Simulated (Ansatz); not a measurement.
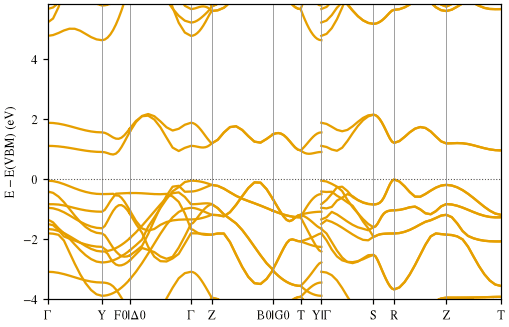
Figure. Band structure from plane-wave PAW PBE+D3(BJ) (Ansatz code)

Task: Read off the gap and where the band edges lie.

Result: About 0.8 eV (0.83 eV by a search for the band edges); maximum at R, minimum on the Y–F0 line, 39 % of the way from Y.

The material is I (molecular I2 type, Cmce).

The cell was relaxed with PBE+D3(BJ) under the symmetry of its start. Scalar-relativistic: spin–orbit coupling is off unless named, which matters more the heavier the elements.

Potentials: the later of the program's two PAW sets.
